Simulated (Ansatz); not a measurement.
# CH9NSi2 (SMILES C[SiH2]N[SiH3]): B3LYP/6-31G(d) (spherical functions)

What is the energy change on altering one bond length of CH9NSi2 at B3LYP/6-31G* (spherical functions)? 

The calculation is run with Ansatz 0.2.0.

44 further runs of the same task are left out: 44 set aside as unsound or not needed. Runs told in other sessions of the task aren't counted.

**1. The structure to begin with**

The species is CH9NSi2 (13 atoms), meant as a singlet with charge 0. As SMILES, `C[SiH2]N[SiH3]`. The shape is that of a PBE0-D4/def2-TZVP optimisation. This is one conformer, not always the lowest.

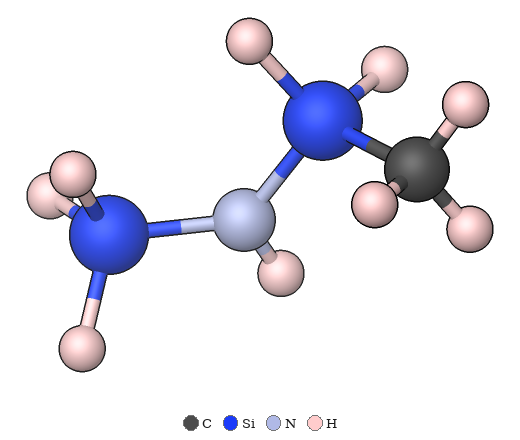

The structure, seen from a chosen angle (carbon dark grey, silicon blue, nitrogen light blue, hydrogen pink).

**2. A single-point energy at B3LYP/6-31G(d) (spherical functions)**

The input, run.yaml:

```yaml
crystal:
  periodic: [false, false, false]
  atoms:
    - {symbol: C, position_ang: [0.548000, 2.005600, -0.681400]}
    - {symbol: Si, position_ang: [-0.416900, 0.418300, -0.851600]}
    - {symbol: "N", position_ang: [0.330700, -0.910900, -0.035400]}
    - {symbol: Si, position_ang: [-0.254700, -1.802600, 1.318600]}
    - {symbol: H, position_ang: [0.048800, 2.818700, -1.215900]}
    - {symbol: H, position_ang: [0.644700, 2.292400, 0.368400]}
    - {symbol: H, position_ang: [1.553200, 1.899700, -1.098200]}
    - {symbol: H, position_ang: [-0.565400, 0.112100, -2.303700]}
    - {symbol: H, position_ang: [-1.769200, 0.566800, -0.250900]}
    - {symbol: H, position_ang: [1.189600, -1.253400, -0.443100]}
    - {symbol: H, position_ang: [-1.238600, -0.954600, 2.037800]}
    - {symbol: H, position_ang: [0.874300, -2.146100, 2.226000]}
    - {symbol: H, position_ang: [-0.924100, -3.080700, 0.944100]}
basis:
  gaussian:
    orbitals: 6-31G_st_-spherical.json
magnetization:
  spin_polarized: false
hamiltonian:
  xc: {name: B3LYP}
accuracy: high
output: {orbitals: {seedname: orbitals}}
```

The basis set 6-31G* is read from a file made from the Basis Set Exchange's data (not shown).

Command:

```bash
$ ansatz run run.yaml --threads 1 --pin off --max-ram 2610MiB --events-out events.jsonl --progress --plain --runs-dir runs
```

The program printed:

```text
Warning: RAYON_NUM_THREADS=1 ignored (pool sized by the plan → 1); use --threads N
Functional definition: B3LYP
  name "B3LYP"
  parameter a0 = 0.2
  parameter ax = 0.72
  parameter ac = 0.81
  exchange = (1 - a0 - ax)*slater_x + ax*b88_x + a0*exact_x
  correlation = (1 - ac)*vwn_rpa_c + ac*lyp_c
2007 factors; integrals over basis functions are off by at most 3.4e-9 eV
mean field evaluation 1: about -18420.5546 eV, gradient 6.7e1 eV
mean field evaluation 2: about -18407.9013 eV, gradient 9.6e1 eV
mean field evaluation 4: about -18430.0138 eV, gradient 5.3e0 eV
mean field evaluation 8: about -18430.3146 eV, gradient 2.4e-1 eV
mean field evaluation 16: about -18430.3148 eV, gradient 1.4e-5 eV
mean field -18430.31484321 eV, -677.3015779720 hartree, gradient 6.9e-8 eV, S^2 0.000000; 0 other end points of the search recorded, 0 dependent functions left out
reference -18430.31489026 eV, -677.3015797009 hartree; 25, 25 occupied and 57, 57 virtual orbitals, 2007 factors
Total energy: -18430.31489026 eV, -677.3015797009 hartree
```

Run time: 10 s. Hardware: 1 thread of Intel Xeon Platinum 8259CL at 2.50GHz (Skylake/Cascade Lake), shared host; peak memory 0.32 GiB.

**3. The distorted shape at the same level**

The input, molecule.yaml:

```yaml
crystal:
  periodic: [false, false, false]
  atoms:
    - {symbol: C, position_ang: [0.290356, 2.108340, -0.559102]}
    - {symbol: Si, position_ang: [-0.674544, 0.521040, -0.729302]}
    - {symbol: N, position_ang: [0.073056, -0.808160, 0.086898]}
    - {symbol: Si, position_ang: [-0.512344, -1.699860, 1.440898]}
    - {symbol: H, position_ang: [-0.208844, 2.921440, -1.093602]}
    - {symbol: H, position_ang: [0.387056, 2.395140, 0.490698]}
    - {symbol: H, position_ang: [1.295556, 2.002440, -0.975902]}
    - {symbol: H, position_ang: [-0.823044, 0.214840, -2.181402]}
    - {symbol: H, position_ang: [-2.026844, 0.669540, -0.128602]}
    - {symbol: H, position_ang: [1.189600, -1.253400, -0.443100]}
    - {symbol: H, position_ang: [-1.496244, -0.851860, 2.160098]}
    - {symbol: H, position_ang: [0.616656, -2.043360, 2.348298]}
    - {symbol: H, position_ang: [-1.181744, -2.977960, 1.066398]}
basis:
  gaussian: {orbitals: 6-31G_st_-spherical.json}
hamiltonian: {xc: {name: B3LYP}}
accuracy: high
output: {orbitals: {seedname: orbitals}}
```

The basis set 6-31G* is read from a file made from the Basis Set Exchange's data (not shown).

Command:

```bash
$ ansatz run molecule.yaml --threads 1 --pin off --max-ram 2610MiB --events-out events.jsonl --progress --plain --runs-dir runs
```

The program printed, shortened:

```text
Warning: RAYON_NUM_THREADS=1 ignored (pool sized by the plan → 1); use --threads N
[... 7 set-up lines as earlier in the session ...]
2010 factors; integrals over basis functions are off by at most 3.9e-9 eV
mean field evaluation 1: about -18419.1451 eV, gradient 6.7e1 eV
mean field evaluation 2: about -18402.7435 eV, gradient 1.0e2 eV
mean field evaluation 4: about -18428.9329 eV, gradient 5.8e0 eV
mean field evaluation 8: about -18429.2369 eV, gradient 2.6e-1 eV
mean field evaluation 16: about -18429.2372 eV, gradient 1.3e-5 eV
mean field -18429.23716190 eV, -677.2619739144 hartree, gradient 6.7e-8 eV, S^2 0.000000; 0 other end points of the search recorded, 0 dependent functions left out
reference -18429.23720904 eV, -677.2619756465 hartree; 25, 25 occupied and 57, 57 virtual orbitals, 2010 factors
Total energy: -18429.23720904 eV, -677.2619756465 hartree
```

It took 10 s on 1 thread of Intel Xeon Platinum 8259CL at 2.50GHz (Skylake/Cascade Lake), shared host; peak memory 0.32 GiB.

**4. What came out**

Level: B3LYP/6-31G* (spherical functions).

```
                                                          quantity          value
                                         first shape: total energy  -677.30158 Eh
                                          first shape: HOMO energy       -6.84 eV
                                          first shape: LUMO energy        0.53 eV
                                        first shape: HOMO–LUMO gap        7.38 eV
                                     distorted shape: total energy  -677.26198 Eh
                                      distorted shape: HOMO energy       -6.76 eV
                                      distorted shape: LUMO energy       -0.40 eV
                                    distorted shape: HOMO–LUMO gap        6.36 eV
energy change with the N3–H10 bond stretched from 1.011 to 1.314 Å       1.078 eV
```

With the N3–H10 bond stretched from 1.011 to 1.314 Å the energy rises by 1.08 eV (25 kcal/mol). The first shape isn't relaxed at this level, so the change isn't measured from a minimum.
